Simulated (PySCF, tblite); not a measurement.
# C₆H₁₀N₂Si: geometry, infrared bands, NMR shifts, electronic excitations and core binding energies, part 2 of 3

tblite 0.8.0 and PySCF 2.14.0. Atoms count from 0. Earlier steps stand in the parts before.

## Step 5: Shielding tensors: PBE0/pcSseg-1

The job: settings as JSON, then the geometry in Å.

```
{"job": {"kind": "nmr", "xc": "PBE0", "basis": "pcSseg-1"}, "charge": 0, "multiplicity": 1}
C      1.499981    -1.924156     0.486625
C      1.300904    -0.608345     0.395309
C      0.625973     0.082964    -0.753797
C     -0.523104     0.939123    -0.335123
C     -0.737157     2.289703    -0.468489
N     -1.943812     2.650262     0.067053
C     -2.458739     1.543008     0.522658
N     -1.649076     0.448093     0.314879
Si    -2.028693    -1.206161     0.855627
H      1.175993    -2.606103    -0.306584
H      1.997511    -2.367579     1.352686
H      1.632004     0.045986     1.210990
H      1.348837     0.744905    -1.258933
H      0.311643    -0.663944    -1.504263
H     -0.072739     3.016833    -0.935666
H     -3.428402     1.449959     1.014558
H     -3.502252    -1.194273     1.073166
H     -1.331633    -1.544579     2.125045
H     -1.662979    -2.167055    -0.218889
```

With the program's defaults for keys left out, this is: GIAO PBE0/pcSseg-1 NMR shielding, non-relativistic, gas phase.

Standard output:

```text
coarse grid: 16464 points
cycle   1  E = -632.9538642192  dE =  1.296e+00  |g| = 4.382e-01  |ddm| = 4.032e+00
cycle   2  E = -632.9054083798  dE =  4.846e-02  |g| = 6.460e-01  |ddm| = 1.102e+00
cycle   3  E = -633.0020875157  dE = -9.668e-02  |g| = 1.403e-01  |ddm| = 6.789e-01
cycle   4  E = -633.0060889330  dE = -4.001e-03  |g| = 4.511e-02  |ddm| = 1.386e-01
cycle   5  E = -633.0065037337  dE = -4.148e-04  |g| = 1.622e-02  |ddm| = 4.855e-02
cycle   6  E = -633.0065575389  dE = -5.381e-05  |g| = 4.267e-03  |ddm| = 1.463e-02
cycle   7  E = -633.0065614458  dE = -3.907e-06  |g| = 1.242e-03  |ddm| = 4.069e-03
final grid: 154880 points
cycle   8  E = -633.0571077122  dE = -3.897e-05  |g| = 7.380e-03  |ddm| = 3.598e-02
cycle   9  E = -633.0571042794  dE =  3.433e-06  |g| = 8.523e-03  |ddm| = 1.434e-02
cycle  10  E = -633.0571212713  dE = -1.699e-05  |g| = 1.210e-03  |ddm| = 7.505e-03
cycle  11  E = -633.0571215940  dE = -3.226e-07  |g| = 2.630e-04  |ddm| = 1.159e-03
cycle  12  E = -633.0571216074  dE = -1.346e-08  |g| = 1.314e-04  |ddm| = 3.303e-04
cycle  13  E = -633.0571216113  dE = -3.822e-09  |g| = 2.920e-05  |ddm| = 1.156e-04
cycle  14  E = -633.0571216114  dE = -1.655e-10  |g| = 1.233e-05  |ddm| = 3.493e-05
converged SCF energy = -633.0571216114

GIAO shielding tensors (ppm)
atom      isotropic    diamagn.    paramagn.     s11        s22        s33       span
  0 C       57.511     255.672    -198.161    -56.583     73.538    155.579    212.163
  1 C       36.429     258.210    -221.781    -87.346     44.552    152.079    239.425
  2 C      149.575     245.462     -95.887    134.588    147.617    166.522     31.934
  3 C       48.250     258.085    -209.834    -34.168     51.165    127.755    161.923
  4 C       48.157     257.162    -209.005    -26.885     56.207    115.149    142.035
  5 N      -47.143     336.553    -383.696   -268.521   -108.840    235.931    504.452
  6 C       38.374     250.315    -211.941    -38.806     56.808     97.121    135.927
  7 N       84.201     332.617    -248.415    -22.150     90.092    184.663    206.813
  8 Si     403.964     880.231    -476.267    380.671    387.670    443.551     62.880
  9 H       25.600      31.743      -6.144     21.395     25.956     29.448      8.053
 10 H       25.745      29.536      -3.791     22.474     25.265     29.496      7.023
 11 H       25.295      32.871      -7.575     21.840     25.632     28.414      6.574
 12 H       27.646      31.011      -3.365     22.630     27.237     33.069     10.439
 13 H       27.910      31.906      -3.997     25.634     26.097     31.998      6.363
 14 H       24.229      32.618      -8.390     21.397     23.758     27.531      6.134
 15 H       24.023      28.347      -4.325     19.799     24.659     27.610      7.811
 16 H       26.335      28.843      -2.508     22.313     25.435     31.256      8.942
 17 H       26.324      29.786      -3.462     22.574     25.581     30.817      8.243
 18 H       26.311      30.351      -4.041     22.455     26.093     30.383      7.929
```

Wall time 47 s (1 thread of Arm Neoverse V1, shared host); peak memory 0.92 GiB.

Shifts follow as δ = σ(reference) − σ, with reference shieldings (ppm) from runs at the same level and on the same kind of geometry: 1H TMS 31.27, 13C TMS 184.4, 29Si TMS 352.0, 15N NH3 265.7. The references are single molecules in the gas phase, so shifts against H2O, NH3, PH3, H3PO4 or CFCl3 are not on the usual liquid scales and can be off by tens of ppm. Atoms listed in one row are averaged.

```tsv
atoms	environment	σ (ppm)	δ (ppm)	δ scaled to CDCl3
C1	alkene CH	36.4	148.0	143.2
C6	aromatic CH between two ring heteroatoms	38.4	146.0	141.3
C4	aromatic CH next to a ring nitrogen	48.2	136.3	131.8
C3	substituted aromatic carbon next to a ring nitrogen	48.3	136.2	131.7
C0	terminal =CH2 carbon	57.5	126.9	122.7
C2	sp3 CH2 on an aromatic ring	149.6	34.8	33.3
H15	hydrogen on an aromatic CH between two ring heteroatoms	24.02	7.24	7.08
H14	hydrogen on an aromatic CH next to a ring nitrogen	24.23	7.04	6.89
H11	hydrogen on an alkene CH	25.30	5.97	5.88
H9	hydrogen on a terminal =CH2 carbon	25.60	5.67	5.59
H10	hydrogen on a terminal =CH2 carbon	25.75	5.52	5.45
H16, H17, H18	hydrogen on a silicon bonded to N	26.32	4.94	–
H12, H13	hydrogen on an sp3 CH2 on an aromatic ring	27.78	3.49	3.52
N5	pyridine-type nitrogen of an azole	-47.1	312.8	–
N7	pyrrole-type ring nitrogen	84.2	181.5	–
Si8	silicon bonded to N, 3 H	404.0	-52.0	–
```

The scaled column applies a straight-line fit of computed shieldings to shifts measured in CDCl3 (root-mean-square error 0.21 ppm for H, 2.0 ppm for C).

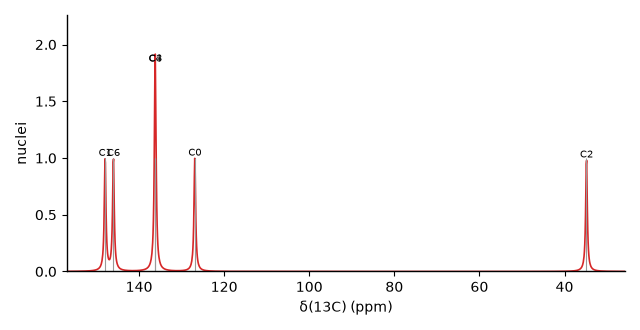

13C lines at the computed shifts, without couplings. Lines are broadened to a width of 0.45 ppm (Lorentzian).

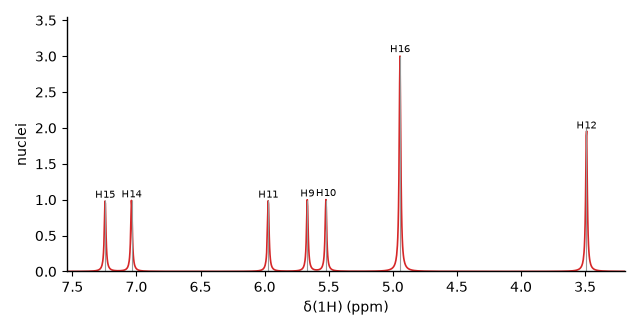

1H lines at the computed shifts, without couplings. Lines are broadened to a width of 0.02 ppm (Lorentzian).

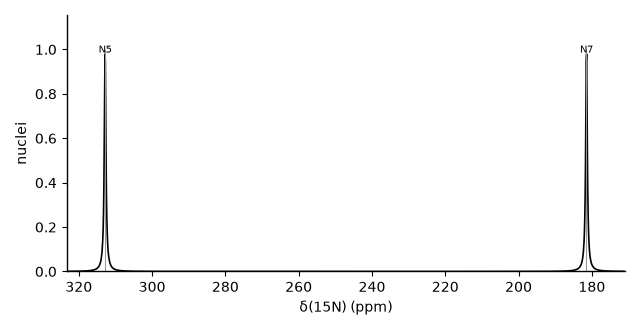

15N lines at the computed shifts, without couplings. Lines are broadened to a width of 0.53 ppm (Lorentzian).

The run also stored atomic charges by several schemes (e):

```tsv
atoms	Mulliken	IAO	Hirshfeld	ESP fit
C0	-0.16	-0.32	-0.10	-0.55
C1	-0.25	-0.13	-0.03	0.08
C2	-0.06	-0.27	-0.07	-0.37
C3	0.08	0.02	0.02	-0.10
C4	-0.02	-0.11	-0.05	0.15
N5	-0.39	-0.32	-0.21	-0.56
C6	0.29	0.04	0.03	0.19
N7	-0.75	-0.36	-0.11	-0.10
Si8	0.64	0.72	0.37	0.39
```

IAO charges:

C0 -0.32; C1 -0.13; C2 -0.27; C3 0.02; C4 -0.11; N5 -0.32; C6 0.04; N7 -0.36; Si8 0.72; H9 0.14; H10 0.15; H11 0.15; H12 0.16; H13 0.14; H14 0.15; H15 0.16; H16 -0.11; H17 -0.11; H18 -0.11

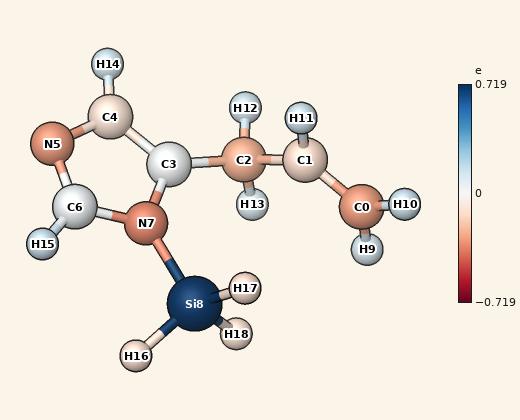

IAO charges, as colours on the atoms.

Mayer bond orders: C0–C1 1.96, C1–C2 1.02, C2–C3 1.03, C3–C4 1.58, C4–N5 1.32, N5–C6 1.65, C6–N7 1.15, N7–Si8 0.80, N7–C3 1.03.

Ring of atoms C3, C4, N5, C6, N7: NICS(0) -11.8, NICS(1) -10.9, NICS(1)zz -28.7 ppm (means of both faces).

## Step 6: TDDFT and polarisability: CAM-B3LYP/def2-SVPD

Same as in step 5 but for these lines:

```diff
@@ -1,2 +1,2 @@
-{"job": {"kind": "nmr", "xc": "PBE0", "basis": "pcSseg-1"}, "charge": 0, "multiplicity": 1}
+{"job": {"kind": "uv", "xc": "CAM-B3LYP", "basis": "def2-SVPD", "ip": true}, "charge": 0, "multiplicity": 1}
 C      1.499981    -1.924156     0.486625
```

Level: TDDFT CAM-B3LYP/def2-SVPD, vertical, gas phase, core orbitals frozen in the response.

Standard output:

```text
coarse grid: 16464 points
cycle   1  E = -632.9796440038  dE =  1.451e+00  |g| = 4.424e-01  |ddm| = 8.677e+00
cycle   2  E = -632.9702262983  dE =  9.418e-03  |g| = 5.434e-01  |ddm| = 2.810e+00
cycle   3  E = -633.0356384650  dE = -6.541e-02  |g| = 8.997e-02  |ddm| = 1.620e+00
cycle   4  E = -633.0371484453  dE = -1.510e-03  |g| = 4.463e-02  |ddm| = 2.424e-01
cycle   5  E = -633.0375770725  dE = -4.286e-04  |g| = 1.145e-02  |ddm| = 8.445e-02
cycle   6  E = -633.0376060329  dE = -2.896e-05  |g| = 2.610e-03  |ddm| = 2.890e-02
cycle   7  E = -633.0376079580  dE = -1.925e-06  |g| = 7.450e-04  |ddm| = 6.324e-03
final grid: 154880 points
cycle   8  E = -633.1372368356  dE = -3.687e-05  |g| = 3.045e-03  |ddm| = 1.347e-01
cycle   9  E = -633.1372377229  dE = -8.873e-07  |g| = 2.660e-03  |ddm| = 1.823e-02
cycle  10  E = -633.1372394031  dE = -1.680e-06  |g| = 3.939e-04  |ddm| = 5.585e-03
cycle  11  E = -633.1372394297  dE = -2.660e-08  |g| = 2.177e-04  |ddm| = 9.855e-04
cycle  12  E = -633.1372394399  dE = -1.025e-08  |g| = 5.585e-05  |ddm| = 5.502e-04
cycle  13  E = -633.1372394406  dE = -6.767e-10  |g| = 1.406e-05  |ddm| = 1.412e-04
converged SCF energy = -633.1372394406

Static polarisability (au): isotropic 108.021, principal 79.934 110.828 133.300

Singlet excitations
state   eV       nm        f      main configurations
  1   5.8624    211.5   0.06419   H->L 0.86, H->L+1 0.10
  2   6.1500    201.6   0.11957   H->L+3 0.58, H->L+1 0.26
  3   6.2852    197.3   0.04452   H->L+2 0.63, H->L+1 0.25
  4   6.4819    191.3   0.00278   H-1->L+3 0.51, H-2->L+3 0.13, H-1->L+1 0.10
  5   6.7045    184.9   0.00642   H->L+1 0.27, H->L+2 0.20, H->L+3 0.19
  6   6.9861    177.5   0.01709   H->L+6 0.45
  7   7.0243    176.5   0.01514   H->L+4 0.50, H->L+6 0.12
  8   7.1702    172.9   0.11587   H-2->L 0.30, H->L+5 0.27, H-1->L 0.21
  9   7.2106    171.9   0.04292   H->L+5 0.27, H-2->L 0.15, H-1->L 0.13
 10   7.3474    168.7   0.00453   H-3->L 0.22, H->L+7 0.15, H-3->L+2 0.11

Triplet excitations (Tamm-Dancoff, eV): 4.2571 4.3350 5.4090 5.8699
Vertical ionisation energy (delta-SCF) = 8.4106 eV
```

Wall time 3.6 min (1 thread of Arm Neoverse V1, shared host); peak memory 1.2 GiB.

The orbitals next to the gap, with their largest atomic shares:

```tsv
orbital	eV	atoms
HOMO−3	-9.44	N5 26 %, N7 24 %, C4 9 %
HOMO−2	-9.27	C0 21 %, N5 21 %, C1 20 %
HOMO−1	-9.11	N5 50 %, C0 10 %, C1 9 %
HOMO	-7.79	C3 27 %, C4 23 %, C6 20 %
LUMO	0.69	C0 22 %, C1 19 %, Si8 14 %
LUMO+1	0.99	Si8 38 %, H17 9 %, H18 8 %
LUMO+2	1.19	Si8 30 %, C1 10 %, H16 9 %
```

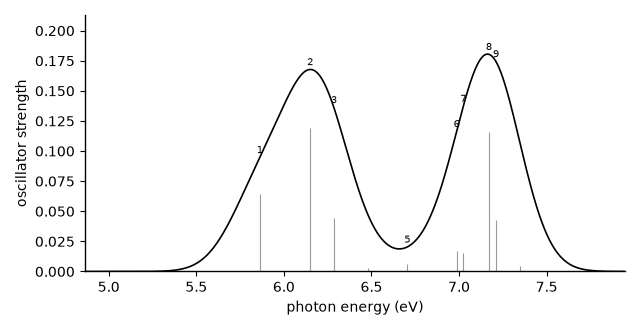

Absorption spectrum from the 10 singlet states computed; above the last one it falls off for lack of states. Lines are broadened to a width of 0.40 eV (Gaussian).

Ground-state properties from the same run:

```tsv
property	computed
dipole moment (D)	3.67
polarisability (Å³)	16.01
HOMO–LUMO gap (eV)	8.49
−ε(HOMO) (eV)	7.79
```

## Step 7: NMR shieldings: KT3/pcSseg-1

Same as in step 6 but for these lines:

```diff
@@ -1,2 +1,2 @@
-{"job": {"kind": "uv", "xc": "CAM-B3LYP", "basis": "def2-SVPD", "ip": true}, "charge": 0, "multiplicity": 1}
+{"job": {"kind": "nmr", "xc": "KT3", "basis": "pcSseg-1", "pop": false}, "charge": 0, "multiplicity": 1}
 C      1.499981    -1.924156     0.486625
```

Method: GIAO KT3/pcSseg-1 NMR shielding, non-relativistic, gas phase.

Standard output:

```text
coarse grid: 16464 points
cycle   1  E = -641.2824583843  dE =  1.058e+00  |g| = 5.513e-01  |ddm| = 4.083e+00
cycle   2  E = -641.1030424931  dE =  1.794e-01  |g| = 9.936e-01  |ddm| = 1.764e+00
cycle   3  E = -641.3500285565  dE = -2.470e-01  |g| = 2.804e-01  |ddm| = 1.298e+00
cycle   4  E = -641.3680659787  dE = -1.804e-02  |g| = 7.432e-02  |ddm| = 2.972e-01
cycle   5  E = -641.3690548190  dE = -9.888e-04  |g| = 3.832e-02  |ddm| = 9.349e-02
cycle   6  E = -641.3693749762  dE = -3.202e-04  |g| = 1.066e-02  |ddm| = 3.803e-02
cycle   7  E = -641.3693969757  dE = -2.200e-05  |g| = 5.669e-03  |ddm| = 1.366e-02
cycle   8  E = -641.3694055134  dE = -8.538e-06  |g| = 6.417e-04  |ddm| = 5.623e-03
final grid: 154880 points
cycle   9  E = -641.3662446577  dE = -2.969e-04  |g| = 1.147e-02  |ddm| = 7.294e-02
cycle  10  E = -641.3662340262  dE =  1.063e-05  |g| = 1.107e-02  |ddm| = 1.632e-02
cycle  11  E = -641.3662540657  dE = -2.004e-05  |g| = 4.850e-03  |ddm| = 1.289e-02
cycle  12  E = -641.3662587082  dE = -4.642e-06  |g| = 1.448e-03  |ddm| = 4.574e-03
cycle  13  E = -641.3662592410  dE = -5.328e-07  |g| = 3.734e-04  |ddm| = 1.697e-03
cycle  14  E = -641.3662592723  dE = -3.130e-08  |g| = 1.080e-04  |ddm| = 4.164e-04
cycle  15  E = -641.3662592745  dE = -2.193e-09  |g| = 4.535e-05  |ddm| = 1.247e-04
cycle  16  E = -641.3662592750  dE = -5.223e-10  |g| = 1.634e-05  |ddm| = 5.394e-05
converged SCF energy = -641.3662592750

GIAO shielding tensors (ppm)
atom      isotropic    diamagn.    paramagn.     s11        s22        s33       span
  0 C       67.962     255.305    -187.343    -31.347     82.135    153.098    184.445
  1 C       46.631     257.562    -210.931    -62.170     54.531    147.533    209.703
  2 C      146.796     247.953    -101.157    131.532    144.973    163.883     32.351
  3 C       56.941     258.293    -201.352    -13.856     57.678    126.999    140.856
  4 C       57.336     256.373    -199.037     -8.755     66.813    113.950    122.705
  5 N      -26.037     334.750    -360.787   -223.014    -82.355    227.259    450.273
  6 C       48.810     250.464    -201.654    -18.201     68.568     96.062    114.263
  7 N       91.464     332.412    -240.949     -7.535     99.235    182.691    190.225
  8 Si     420.415     882.538    -462.124    397.232    405.551    458.461     61.230
  9 H       25.943      32.329      -6.386     22.126     26.288     29.415      7.289
 10 H       26.088      29.757      -3.669     22.999     25.516     29.749      6.750
 11 H       25.584      33.563      -7.979     22.335     26.017     28.401      6.066
 12 H       27.686      31.217      -3.531     22.833     27.433     32.792      9.959
 13 H       27.937      32.609      -4.672     25.744     26.235     31.833      6.089
 14 H       24.465      33.364      -8.899     21.828     24.103     27.465      5.638
 15 H       24.225      28.656      -4.432     20.167     24.796     27.712      7.545
 16 H       26.530      28.980      -2.450     22.625     25.640     31.326      8.700
 17 H       26.444      30.273      -3.830     22.760     25.712     30.860      8.100
 18 H       26.476      30.921      -4.444     22.682     26.261     30.486      7.804
```

Run time: 59 s. Hardware: 1 thread of Arm Neoverse V1, shared host; peak memory 0.78 GiB.

In short: δ C1 135.7, C6 133.5, C3 125.4, C4 125.0, H15 7.10, H14 6.85 ppm.

[end of part 2 of 3]
